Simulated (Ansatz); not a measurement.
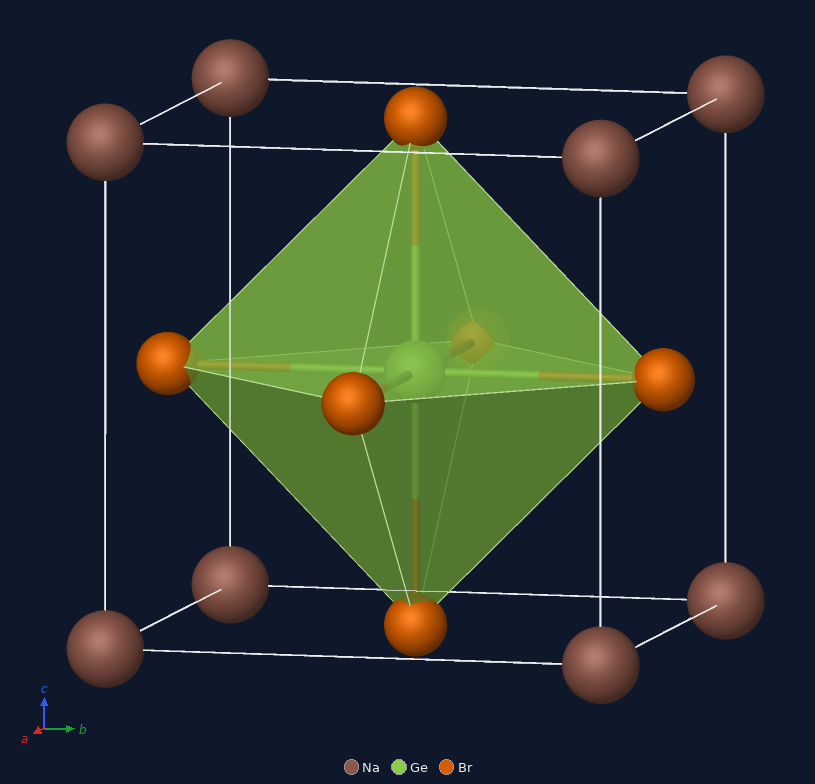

We look at a polyhedral model of the crystal slightly off an axis. Atoms at the boundary of the conventional unit cell (the box) are drawn once for each face, edge or corner they touch.

NaGeBr₃, cubic perovskite, space group Pm-3m (No. 221), a = 5.555 Å, b = 5.555 Å, c = 5.555 Å, α = 90.00°, β = 90.00°, γ = 90.00°. Origin of the cell: a structure type filled with these elements by a generator (whether the compound takes this form wasn't checked). The cell was then strained or its atoms displaced on purpose. It went into a calculation with Ansatz.

This one geometry was computed with Ansatz (DFT, plane waves, PAW) at three levels of theory: HSE06, PBE and r2SCAN. It was relaxed with r2SCAN and then strained.

Q: How does the band gap change with the level of theory?

A: PBE: a gap of 0.64 eV, direct; r2SCAN: a gap of 0.76 eV, direct; HSE06: a gap of 1.11 eV, direct.

Q: Collect the results in a table.

A:
| level | cutoff (eV) | k-mesh of the run's cell | gap (eV) | pressure (GPa) |
| --- | --- | --- | --- | --- |
| HSE06 | 420 | 4×4×4 | 1.11 | -0.8 |
| PBE | 420 | 6×6×6 | 0.64 | -0.6 |
| r2SCAN | 500 | 6×6×6 | 0.76 | -1.2 |

Gaps are taken on the k-mesh or band path of each run.
